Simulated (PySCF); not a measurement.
Coordinates of CuH, singlet (Å):

```xyz
2

Cu     0.7407    -0.0060    -0.0054
H     -0.7352     0.0086    -0.0229
```

Vertical TDDFT excitations, PBE0/aug-cc-pVTZ in PySCF 2.14.0, at a PBE0-D3(BJ)/def2-SVP geometry (no frequency check), gas phase.

Predict the low-lying singlet excitations and the spectrum.

Answer. The lowest singlet lies at 3.12 eV (398 nm, f = 0.041); the brightest of the first 10 is S6/S7 at 5.34 eV (232 nm), f = 0.369, mainly HOMO → LUMO+1/LUMO+2. No singlet lies below 3.1 eV (beyond 400 nm), so at this level no vertical transition falls in the visible.


| state | E (eV) | λ (nm) | f | main character |
| --- | --- | --- | --- | --- |
| S1 | 3.12 | 398 | 0.041 | HOMO → LUMO (92 %) |
| S2/S3 | 3.59 | 346 | 0.000 | HOMO−1/HOMO−2 → LUMO |
| S4/S5 | 3.73 | 332 | 0.003 | HOMO−4/HOMO−3 → LUMO |
| S6/S7 | 5.34 | 232 | 0.369 | HOMO → LUMO+1/LUMO+2 |
| S8/S9 | 5.94 | 209 | 0.000 | HOMO−1 → LUMO+2/LUMO+1 |
| S10 | 6.06 | 205 | 0.010 | HOMO−5 → LUMO (28 %) |

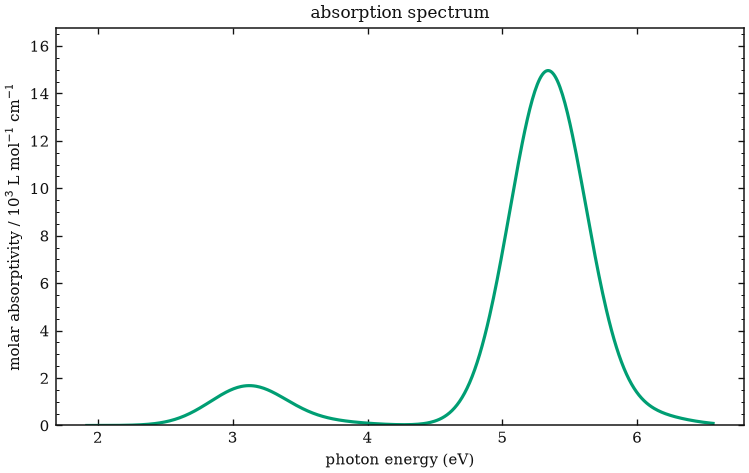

The lowest 10 singlet states are shown; each is broadened by a Gaussian of 1/e half-width 0.40 eV. States within 0.01 eV of each other are merged, with their strengths summed. The highest state may be half of a pair whose partner wasn't computed.

Caveats: core orbitals are frozen in the response.
